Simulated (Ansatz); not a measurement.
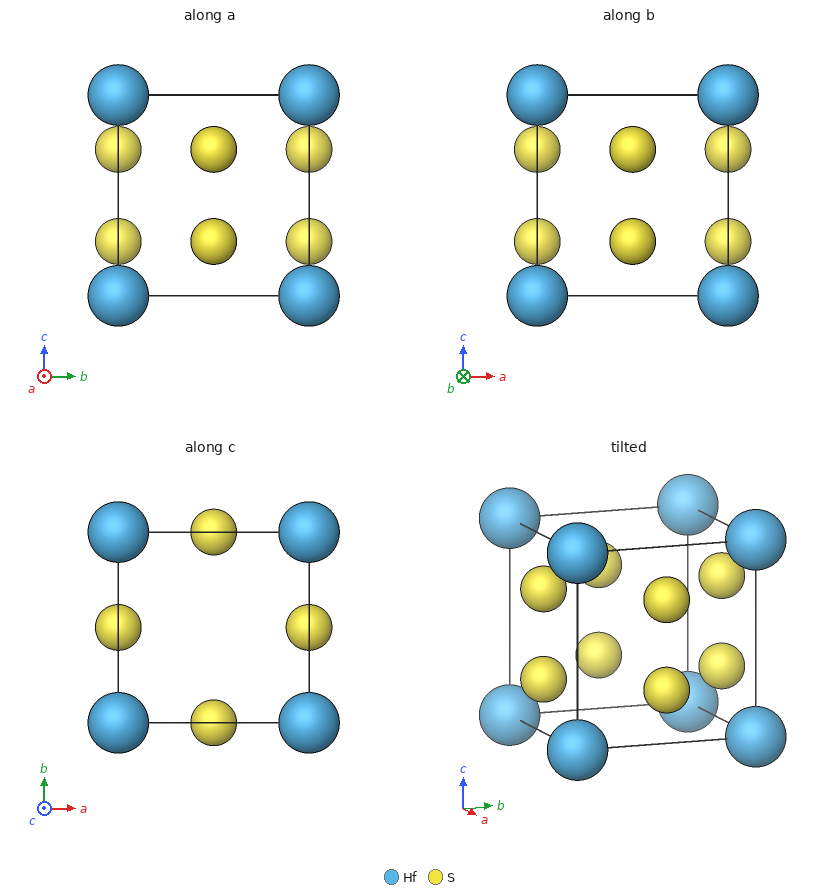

An orthographic spheres-only view of the structure, along the a axis, along the b axis, along the c axis and slightly off an axis. One conventional unit cell is framed, with atoms on its boundary repeated.

Lattice parameters: a = 4.6100 Å, b = 4.6100 Å, c = 4.8539 Å, α = 90.000°, β = 90.000°, γ = 90.000°.

**Express the structure as a CIF with its space group and independent sites, with free fractional coordinates to two decimals.**

```cif
data_structure
_symmetry_space_group_name_H-M 'P 4/m m m'
_symmetry_Int_Tables_number 123
_cell_length_a 4.6100
_cell_length_b 4.6100
_cell_length_c 4.8539
_cell_angle_alpha 90.000
_cell_angle_beta 90.000
_cell_angle_gamma 90.000
_cell_volume 103.15
loop_
_atom_site_label
_atom_site_type_symbol
_atom_site_symmetry_multiplicity
_atom_site_Wyckoff_symbol
_atom_site_fract_x
_atom_site_fract_y
_atom_site_fract_z
_atom_site_occupancy
Hf1 Hf 1 a 0.00 0.00 0.00 1
S1 S 4 i 0.00 0.50 0.27 1
```

The structure was taken from a random cell made by a generator, so it need not be a real form of the compound. The geometry was optimised with Ansatz 0.2.0, DFT PBE, scalar-relativistic, plane waves, PAW.
